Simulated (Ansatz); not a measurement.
## Geometry relaxation, with input and output: SiNH$_{4}$F

SiNH$_{4}$F, computed with RKS r2SCAN-D4/6-31G* (Ansatz 0.2.0).

It belongs to a series of runs on one base structure; here: end point B relaxed. Figures and captions count atoms from 1; the log counts them from 0 in places.

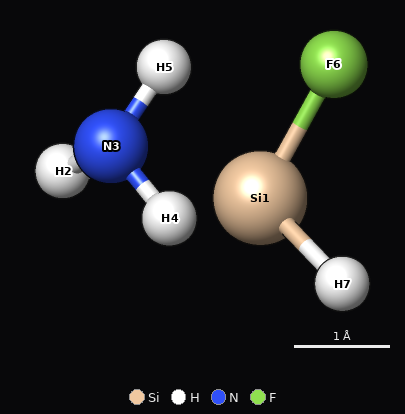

Figure 1. The structure as given in the input (ball-and-stick view, seen at a tilt; atoms are numbered from 1 in the order of the input).

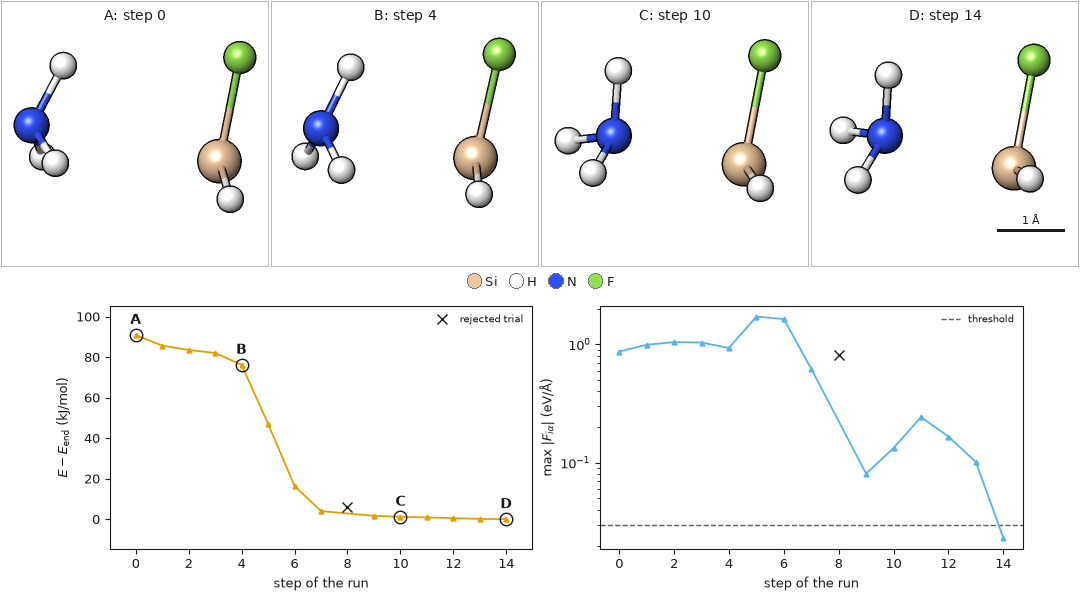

Figure 2. Frames of the relaxation (ball-and-stick view, seen at a tilt) above the curves, on which the letters mark them (the first geometry is step 0 here and step 1 in the log).

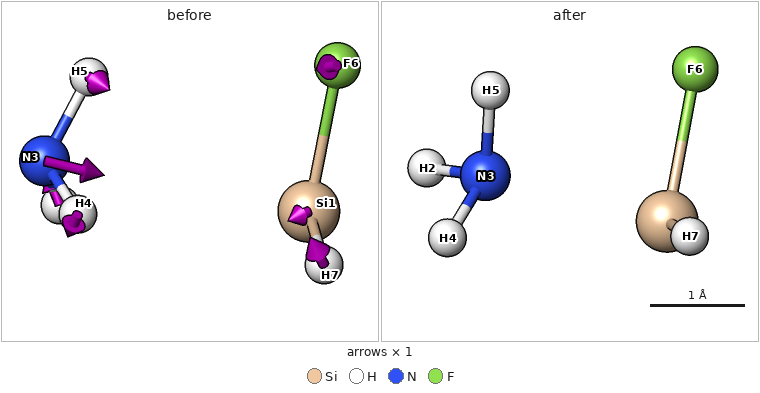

Figure 3. Before (left) and after (right) the relaxation, at one scale (ball-and-stick view, seen at a tilt). The pink arrows give the displacements, at true length. Over 14 geometry steps the energy falls by 91.0 kJ/mol. The largest force component goes from 0.87 to 0.023 eV/Å. The line search rejected the trial step at point 8 (counted from 0) and went back. The atom that moves furthest after the best rigid fit is N3 (0.68 Å). By element the largest moves are N 0.68 Å, H 0.43 Å, F 0.40 Å, Si 0.30 Å. Distances before and after: Si1–F6 1.632 → 1.659 Å, H2–N3 1.036 → 1.019 Å, N3–H4 1.016 → 1.021 Å. (Atoms are counted from 1 in the order of the input.)

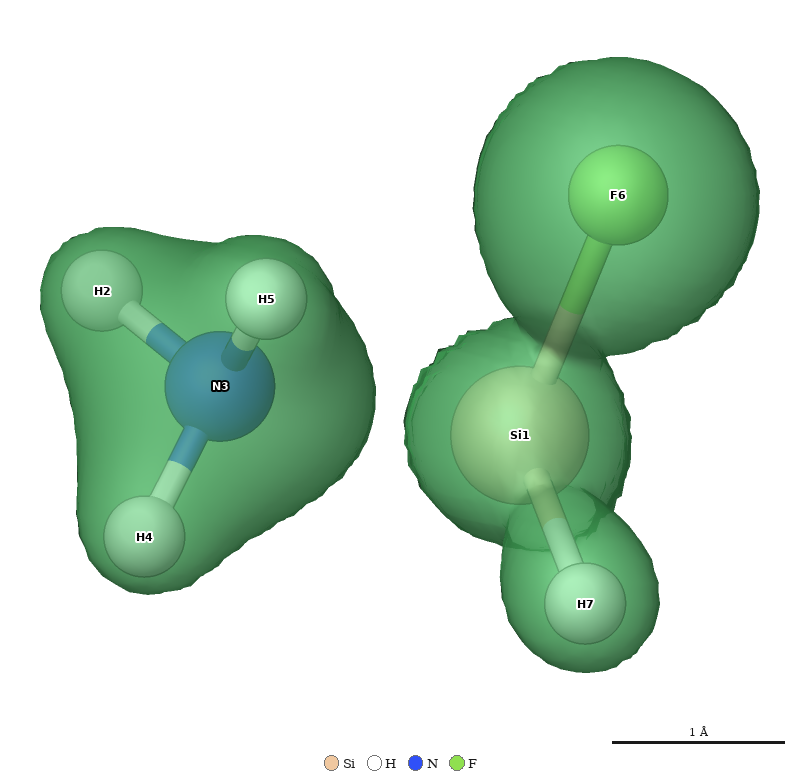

Figure 4. Isosurface of the total electron density at 0.6 e/Å³ (green), seen at a tilt. At this value the surface falls into two separate pieces. It is pinched off along the Si···N (2.08 Å) contacts. On the grid the lowest density along these lines, outside the cores, is 0.4 e/Å³ (Si···N, 2.08 Å), 0.8 e/Å³ (Si–F, 1.66 Å), 2.2 e/Å³ (N–H, 1.02 Å) and 0.71 e/Å³ (Si–H, 1.55 Å).

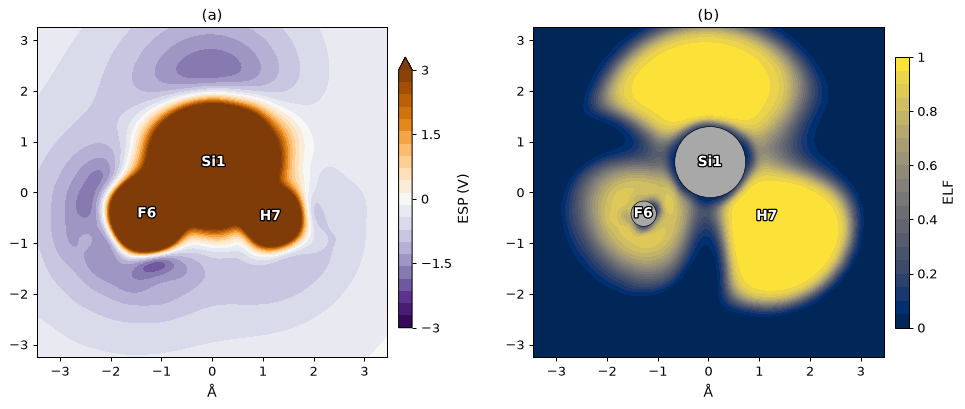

Figure 5. (a) electrostatic potential; (b) ELF on the plane of atoms F6, Si1 and H7. Grey discs, where drawn, cover atomic cores. Si–F (1.66 Å): the ELF peaks at about 0.85 between the atoms. Si–H (1.55 Å): the ELF climbs to about 1 towards the hydrogen, as it does in any bond to H.

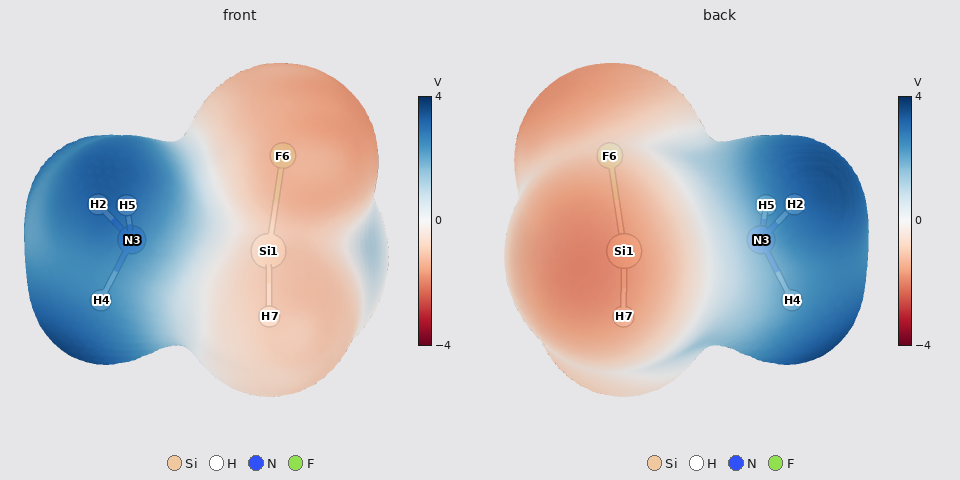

Figure 6. The molecular electrostatic potential painted on the density surface at 0.004 e/bohr³, seen at a tilt and from behind; red is negative and blue positive. A positive charge is drawn to the negative regions and a negative charge to the positive ones.

These pictures come from the run below.

The input:
```yaml
crystal:
  periodic: [false, false, false]
  atoms:
    - { symbol: Si, position_ang: [-0.748642, 0.003681, 0.226203] }
    - { symbol: H, position_ang: [1.528494, -0.008397, 1.611693] }
    - { symbol: "N", position_ang: [2.198321, 0.005896, 0.821908] }
    - { symbol: H, position_ang: [2.08656, -0.83222, 0.25798] }
    - { symbol: H, position_ang: [2.021284, 0.826131, 0.246828] }
    - { symbol: F, position_ang: [-0.450291, 1.252278, -0.781586] }
    - { symbol: H, position_ang: [-0.395126, -1.141369, -0.755526] }
basis:
  gaussian: { orbitals: "6-31G*" }
hamiltonian:
  xc: r2scan
  dispersion: d4
relax:
  f_tol: 0.03
  max_steps: 50
output:
  orbitals: {}
```

Run as:
```bash
ansatz run input.yaml --threads 1 --pin off --max-ram 2048MiB --backend cpu --events-out ev --progress --plain --runs-dir out
```

What the program printed:
```
The last accepted step is kept in [file] (removed where the run ends without a failure and the disk answers)
Engine: ansatz 0.2.0, x86_64-unknown-linux-gnu
Functional definition: r2SCAN
  parameter k0 = 0.174
  parameter k1 = 0.065
  parameter a1 = 4.9479
  exchange = r2scan_x(k0 = k0, k1 = k1, a1 = a1)
  correlation = r2scan_c
694 factors; their error is unknown
mean field evaluation 1: about -12139.6656 eV, gradient 5.8e1 eV
mean field evaluation 2: about -12098.1658 eV, gradient 1.2e2 eV
mean field evaluation 4: about -12145.6299 eV, gradient 1.1e1 eV
mean field evaluation 8: about -12145.8577 eV, gradient 2.4e-2 eV
mean field evaluation 16: about -12145.8066 eV, gradient 8.0e-5 eV
mean field -12145.80662809 eV, -446.3501608588 hartree, gradient 8.0e-5 eV, S^2 0.000000; 0 other end points of the search recorded, 0 dependent functions left out
the calculation of the forces begins
reference -12145.80663594 eV, -446.3501611475 hartree; 17, 17 occupied and 40, 40 virtual orbitals, 694 factors
relax step   1: F+E_penalty+E_count = -12145.82877321 eV  Δ(F+E_penalty+E_count) = +0.000e0 eV  max|allowed force component| = 8.687e-1 eV/Å  Δτ_max = 0.0000 Å  (26 SCF iters, accepted)
these checks for a lower state are left out or cut short: starts, cluster_reference, orbital_swaps, neighbouring_geometries, increment
694 factors; their error is unknown
mean field -12145.86066095 eV, -446.3521465298 hartree, gradient 6.3e-6 eV, S^2 0.000000; 0 other end points of the search recorded, 0 dependent functions left out
[... from here on the field's lines of each further geometry are left out, up to the last ...]
relax step   2: F+E_penalty+E_count = -12145.88313380 eV  Δ(F+E_penalty+E_count) = -5.436e-2 eV  max|allowed force component| = 9.903e-1 eV/Å  Δτ_max = 0.1946 Å  (29 SCF iters, accepted)
relax step   3: F+E_penalty+E_count = -12145.90548795 eV  Δ(F+E_penalty+E_count) = -2.235e-2 eV  max|allowed force component| = 1.044e0 eV/Å  Δτ_max = 0.1938 Å  (36 SCF iters, accepted)
relax step   4: F+E_penalty+E_count = -12145.92068138 eV  Δ(F+E_penalty+E_count) = -1.519e-2 eV  max|allowed force component| = 1.035e0 eV/Å  Δτ_max = 0.0639 Å  (29 SCF iters, accepted)
relax step   5: F+E_penalty+E_count = -12145.98158212 eV  Δ(F+E_penalty+E_count) = -6.090e-2 eV  max|allowed force component| = 9.316e-1 eV/Å  Δτ_max = 0.1815 Å  (28 SCF iters, accepted)
relax step   6: F+E_penalty+E_count = -12146.28313875 eV  Δ(F+E_penalty+E_count) = -3.016e-1 eV  max|allowed force component| = 1.715e0 eV/Å  Δτ_max = 0.1633 Å  (33 SCF iters, accepted)
relax step   7: F+E_penalty+E_count = -12146.60120180 eV  Δ(F+E_penalty+E_count) = -3.181e-1 eV  max|allowed force component| = 1.633e0 eV/Å  Δτ_max = 0.1992 Å  (33 SCF iters, accepted)
relax step   8: F+E_penalty+E_count = -12146.72977873 eV  Δ(F+E_penalty+E_count) = -1.286e-1 eV  max|allowed force component| = 6.216e-1 eV/Å  Δτ_max = 0.0876 Å  (27 SCF iters, accepted)
relax step   9: F+E_penalty+E_count = -12146.70671839 eV  Δ(F+E_penalty+E_count) = +2.306e-2 eV  max|allowed force component| = 8.123e-1 eV/Å  Δτ_max = 0.1546 Å  (27 SCF iters, rejected (line search))
relax step  10: F+E_penalty+E_count = -12146.75388786 eV  Δ(F+E_penalty+E_count) = -2.411e-2 eV  max|allowed force component| = 8.080e-2 eV/Å  Δτ_max = 0.0773 Å  (27 SCF iters, accepted)
relax step  11: F+E_penalty+E_count = -12146.75886533 eV  Δ(F+E_penalty+E_count) = -4.977e-3 eV  max|allowed force component| = 1.333e-1 eV/Å  Δτ_max = 0.0720 Å  (27 SCF iters, accepted)
relax step  12: F+E_penalty+E_count = -12146.76219989 eV  Δ(F+E_penalty+E_count) = -3.335e-3 eV  max|allowed force component| = 2.429e-1 eV/Å  Δτ_max = 0.0718 Å  (28 SCF iters, accepted)
relax step  13: F+E_penalty+E_count = -12146.76596767 eV  Δ(F+E_penalty+E_count) = -3.768e-3 eV  max|allowed force component| = 1.663e-1 eV/Å  Δτ_max = 0.0452 Å  (27 SCF iters, accepted)
relax step  14: F+E_penalty+E_count = -12146.76955717 eV  Δ(F+E_penalty+E_count) = -3.589e-3 eV  max|allowed force component| = 1.016e-1 eV/Å  Δτ_max = 0.0493 Å  (27 SCF iters, accepted)
the calculation of the forces begins
reference -12146.74852358 eV, -446.3847748796 hartree; 17, 17 occupied and 40, 40 virtual orbitals, 694 factors
relax step  15: F+E_penalty+E_count = -12146.77144022 eV  Δ(F+E_penalty+E_count) = -1.883e-3 eV  max|allowed force component| = 2.331e-2 eV/Å  Δτ_max = 0.0467 Å  (27 SCF iters, accepted)
694 factors; their error is unknown
mean field evaluation 128: about -12146.7485 eV, gradient 1.5e-1 eV
mean field -12146.74851579 eV, -446.3847745935 hartree, gradient 1.7e-5 eV, S^2 0.000000; 1 other end points of the search recorded, 0 dependent functions left out
the calculation of the forces begins
reference -12146.74852358 eV, -446.3847748796 hartree; 17, 17 occupied and 40, 40 virtual orbitals, 694 factors
Total energy: -12146.77144801 eV, -446.3856173370 hartree
Atom 0 at    -0.507148    -0.149838     0.259063 Å, force     0.015952    -0.004765    -0.014109 eV/Å
Atom 1 at     1.742298     0.346100     1.564753 Å, force     0.008203     0.010012    -0.002224 eV/Å
Atom 2 at     1.537026    -0.060438     0.652753 Å, force     0.004605    -0.023313    -0.009227 eV/Å
Atom 3 at     1.993601    -0.971461     0.597162 Å, force    -0.013982     0.001279     0.013075 eV/Å
Atom 4 at     1.939155     0.546519    -0.064065 Å, force    -0.011251     0.013711     0.002066 eV/Å
Atom 5 at    -0.379640     1.369238    -0.396493 Å, force     0.000785     0.000080     0.006799 eV/Å
Atom 6 at    -0.084690    -0.974120    -0.985673 Å, force    -0.004312     0.002997     0.003620 eV/Å
Dipole moment:     1.152943    -0.120342     0.264700 e Å
```

Trajectory as extended XYZ (Å, eV, eV/Å), 15 frames, from step=1 to step=15:
```
7
Properties=species:S:1:pos:R:3:forces:R:3 step=1 energy=-12145.82877
Si   -0.7486    0.0037    0.2262    0.2634  -0.0003  -0.0019
H     1.5285   -0.0084    1.6117    0.5940   0.0061  -0.4547
N     2.1983    0.0059    0.8219   -0.8687   0.0053   0.4621
H     2.0866   -0.8322    0.2580    0.0075  -0.0305  -0.0024
H     2.0213    0.8261    0.2468   -0.0003   0.0092  -0.0069
F    -0.4503    1.2523   -0.7816   -0.0034   0.0074   0.0008
H    -0.3951   -1.1414   -0.7555    0.0074   0.0029   0.0029
7
Properties=species:S:1:pos:R:3:forces:R:3 step=2 energy=-12145.88313
Si   -0.5576    0.0198    0.2593   -0.1969   0.0715  -0.0447
H     1.5774   -0.0115    1.6633    0.5672   0.0259  -0.5634
N     2.1175   -0.0044    0.7811   -0.9903  -0.0236   0.3088
H     1.9474   -0.8535    0.2448    0.1674  -0.0003   0.0844
H     1.8737    0.8119    0.2213    0.2233   0.0455   0.0735
F    -0.4402    1.2714   -0.7981    0.1320  -0.1339   0.1319
H    -0.2777   -1.1277   -0.7441    0.0972   0.0149   0.0094
7
Properties=species:S:1:pos:R:3:forces:R:3 step=3 energy=-12145.90549
Si   -0.5710   -0.0235    0.2759    0.0823   0.3501  -0.2702
H     1.5848    0.0008    1.6624    0.6008   0.0320  -0.6793
N     2.0661    0.0168    0.7447   -1.0439  -0.0425   0.4780
H     1.8690   -0.8228    0.2011    0.2414   0.0395   0.0929
H     1.8199    0.8532    0.2144    0.1732  -0.1034   0.1104
F    -0.2568    1.2461   -0.7407   -0.1134  -0.2838   0.2444
H    -0.2713   -1.1646   -0.7303    0.0596   0.0081   0.0239
7
Properties=species:S:1:pos:R:3:forces:R:3 step=4 energy=-12145.92068
Si   -0.5614   -0.0069    0.2683    0.0169   0.2348  -0.1951
H     1.6277   -0.0006    1.6832    0.5244   0.0406  -0.7570
N     2.0513    0.0132    0.7383   -1.0348  -0.0644   0.4684
H     1.8814   -0.8513    0.2240    0.2176   0.1354   0.1222
H     1.7614    0.8314    0.2004    0.2665  -0.1114   0.1230
F    -0.2782    1.2658   -0.7518   -0.0352  -0.2495   0.2221
H    -0.2417   -1.1456   -0.7349    0.0446   0.0145   0.0164
7
Properties=species:S:1:pos:R:3:forces:R:3 step=5 energy=-12145.98158
Si   -0.5377    0.0201    0.2859    0.1805  -0.3489  -0.0027
H     1.6228   -0.0024    1.6773    0.4348   0.0347  -0.4106
N     1.9268   -0.0162    0.7032   -0.9316   0.1646   0.1252
H     1.8286   -0.8979    0.2036    0.2165   0.3584   0.1754
H     1.7663    0.8370    0.1620    0.3127  -0.4137   0.2439
F    -0.2926    1.2825   -0.7315    0.0448   0.1841  -0.1086
H    -0.0735   -1.1172   -0.6730   -0.2577   0.0208  -0.0225
7
Properties=species:S:1:pos:R:3:forces:R:3 step=6 energy=-12146.28314
Si   -0.5261   -0.0070    0.2528    0.1401  -0.6895   0.4791
H     1.7389    0.0461    1.7283    0.4741  -0.1603  -0.4450
N     1.7638   -0.0147    0.7134   -1.7153   0.6835  -0.7422
H     1.8913   -0.9043    0.2299    0.4918   0.4994   0.4206
H     1.8549    0.8671    0.1744    0.3782  -1.0332   0.5845
F    -0.2954    1.2892   -0.7113    0.1974   0.3900  -0.4079
H    -0.1867   -1.1704   -0.7601    0.0336   0.3101   0.1109
7
Properties=species:S:1:pos:R:3:forces:R:3 step=7 energy=-12146.60120
Si   -0.5521   -0.0042    0.2606    0.2819  -0.7878   0.2702
H     1.8103    0.0359    1.7189   -0.1842  -0.0749  -1.6328
N     1.5660   -0.0170    0.6899    0.5242   0.3285   0.0810
H     1.9528   -0.8887    0.2483   -0.2088   1.2277   0.6744
H     1.9118    0.8503    0.1773   -0.3577  -1.4769   0.8471
F    -0.2903    1.2794   -0.7149    0.1077   0.5589  -0.3987
H    -0.1580   -1.1497   -0.7526   -0.1630   0.2245   0.1588
7
Properties=species:S:1:pos:R:3:forces:R:3 step=8 energy=-12146.72978
Si   -0.5313   -0.0148    0.2720    0.0908  -0.5149   0.0102
H     1.7743    0.0658    1.6682   -0.1288  -0.0593  -0.6216
N     1.5345   -0.0369    0.6668    0.4919   0.1074   0.3818
H     2.0206   -0.8664    0.2991   -0.2242   0.3186   0.1722
H     1.8962    0.7897    0.1688   -0.1348  -0.2904   0.1402
F    -0.2836    1.3052   -0.6829    0.0637   0.2513  -0.1787
H    -0.1701   -1.1367   -0.7644   -0.1585   0.1874   0.0959
7
Properties=species:S:1:pos:R:3:forces:R:3 step=9 energy=-12146.70672 accepted=F
Si   -0.5036   -0.1155    0.2457   -0.4175   0.7094   0.8123
H     1.8178    0.1872    1.6552   -0.0661   0.0752   0.1867
N     1.5533   -0.0342    0.7021   -0.2248  -0.2931  -0.6089
H     2.0013   -0.9057    0.4216    0.1346   0.0279   0.0649
H     1.8640    0.7098    0.0759    0.1035   0.0404   0.0411
F    -0.2875    1.3099   -0.5886    0.0289  -0.0170   0.0624
H    -0.2047   -1.0455   -0.8844    0.4414  -0.5428  -0.5585
7
Properties=species:S:1:pos:R:3:forces:R:3 step=10 energy=-12146.75389
Si   -0.5221   -0.0642    0.2723    0.0808  -0.0191  -0.0410
H     1.7637    0.1373    1.6467    0.0209   0.0108  -0.0447
N     1.5399   -0.0400    0.6678   -0.0204  -0.0413   0.0718
H     2.0225   -0.8876    0.3695   -0.0069   0.0147   0.0273
H     1.8813    0.7440    0.1083   -0.0126  -0.0192  -0.0153
F    -0.2696    1.3216   -0.6107   -0.0474   0.0102  -0.0042
H    -0.1752   -1.1052   -0.8264   -0.0144   0.0440   0.0061
7
Properties=species:S:1:pos:R:3:forces:R:3 step=11 energy=-12146.75886
Si   -0.5106   -0.0879    0.2678   -0.0756   0.1204   0.0075
H     1.7730    0.1931    1.6377   -0.0089   0.0197  -0.0475
N     1.5415   -0.0500    0.6749   -0.0204   0.0365  -0.1210
H     2.0176   -0.9190    0.4305   -0.0058   0.0473   0.0248
H     1.8738    0.6953    0.0558    0.0304  -0.0843   0.0729
F    -0.3032    1.3421   -0.5651    0.0257  -0.1333   0.0951
H    -0.1515   -1.0674   -0.8741    0.0546  -0.0064  -0.0320
7
Properties=species:S:1:pos:R:3:forces:R:3 step=12 energy=-12146.76220
Si   -0.5141   -0.1127    0.2665    0.0154   0.2429  -0.0355
H     1.7718    0.2475    1.6181    0.0007   0.0057  -0.0809
N     1.5365   -0.0561    0.6727   -0.0116   0.0541  -0.1540
H     2.0022   -0.9455    0.4828   -0.0122   0.1053   0.0390
H     1.8704    0.6467    0.0031    0.0085  -0.1469   0.1630
F    -0.3178    1.3555   -0.5084   -0.0178  -0.1991   0.1373
H    -0.1084   -1.0294   -0.9073    0.0170  -0.0620  -0.0689
7
Properties=species:S:1:pos:R:3:forces:R:3 step=13 energy=-12146.76597
Si   -0.5114   -0.1279    0.2642    0.0173   0.1610  -0.0804
H     1.7648    0.2873    1.6035   -0.0269  -0.0342  -0.1374
N     1.5354   -0.0580    0.6691    0.0548   0.0210  -0.1006
H     2.0028   -0.9563    0.5244   -0.0349   0.1294   0.0413
H     1.8844    0.6134   -0.0241   -0.0055  -0.1221   0.1503
F    -0.3296    1.3622   -0.4660   -0.0209  -0.1663   0.1003
H    -0.1059   -1.0146   -0.9436    0.0162   0.0113   0.0265
7
Properties=species:S:1:pos:R:3:forces:R:3 step=14 energy=-12146.76956
Si   -0.5090   -0.1385    0.2615   -0.0001   0.0972  -0.0497
H     1.7590    0.3151    1.5863   -0.0335  -0.0182  -0.0734
N     1.5370   -0.0584    0.6621    0.0570   0.0287  -0.0623
H     1.9956   -0.9659    0.5617   -0.0221   0.0673   0.0104
H     1.9176    0.5815   -0.0418   -0.0225  -0.0785   0.0837
F    -0.3629    1.3658   -0.4358    0.0040  -0.1016   0.0681
H    -0.0966   -0.9936   -0.9664    0.0172   0.0051   0.0232
7
Properties=species:S:1:pos:R:3:forces:R:3 step=15 energy=-12146.77144
Si   -0.5071   -0.1498    0.2591    0.0160  -0.0048  -0.0141
H     1.7423    0.3461    1.5648    0.0082   0.0100  -0.0022
N     1.5370   -0.0604    0.6528    0.0046  -0.0233  -0.0092
H     1.9936   -0.9715    0.5972   -0.0140   0.0013   0.0131
H     1.9392    0.5465   -0.0641   -0.0113   0.0137   0.0021
F    -0.3796    1.3692   -0.3965    0.0008   0.0001   0.0068
H    -0.0847   -0.9741   -0.9857   -0.0043   0.0030   0.0036
```

Key numbers:

```csv
quantity,value
outcome,converged
total energy,−12146.7714 eV
mean-field energy,−12146.7485 eV
largest force (length of the vector) at the end,0.025 eV/Å
hardware,"1 thread of AMD EPYC (Zen 3), 192 GiB of memory available, shared host"
wall time,35 s
peak memory,0.14 GiB
```
